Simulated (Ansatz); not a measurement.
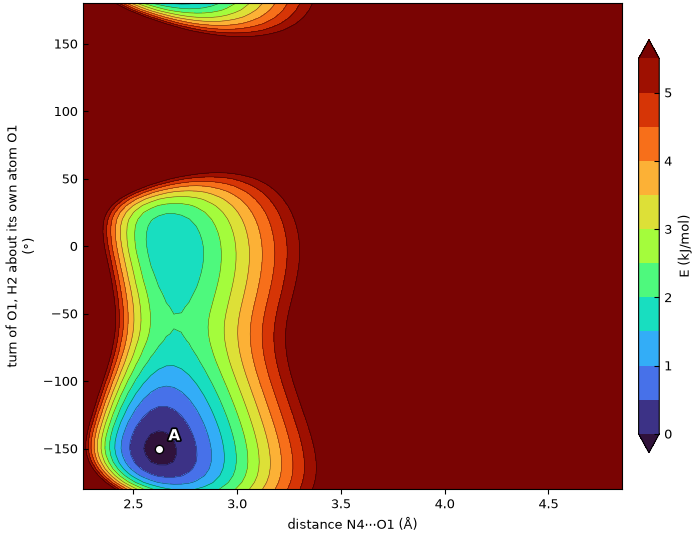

The pair HO···N₂, charge −1. The turn is about an axis along (0.94, 0.34, −0.02) in the frame of the relaxed pair, normal to the line between the partners. The first coordinate is: distance N4···O1; the second: turn of O1, H2 about its own atom O1. The scan uses a 15 × 15 grid. Points are written as (first, second). Energies: kJ/mol, counted from the lowest grid point. These are results of RKS PBE0-D4/def2-TZVPD in Ansatz, not measurements.

In the figure: filled contours, one colour for all values above the top of the scale, the point A. Between grid points the surface is interpolated.

### Find the lowest pass out of the well at A.

The easiest path leads from the well at about (2.62 Å, −150°) to the well at about (2.70 Å, 0°), about 1.7 kJ/mol higher (on a rigid scan; wells that are mirror images or exchange like atoms can differ by this much). Its highest point lies about 2.2 kJ/mol above the bottom of the first well on the interpolated surface, at (2.707 Å, −60°). Seen from the upper well the barrier is about 0.43 kJ/mol. This is the barrier on the constrained surface; relaxing the other coordinates would change it.

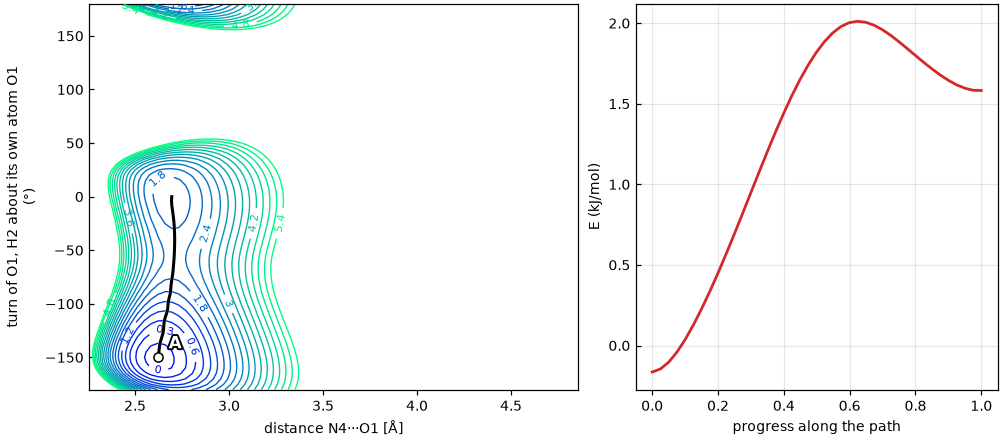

The picture shows contour lines labelled in kJ/mol (none above 5.4), a line along the lowest path, the energy along the path at the right. Between grid points the surface is interpolated.
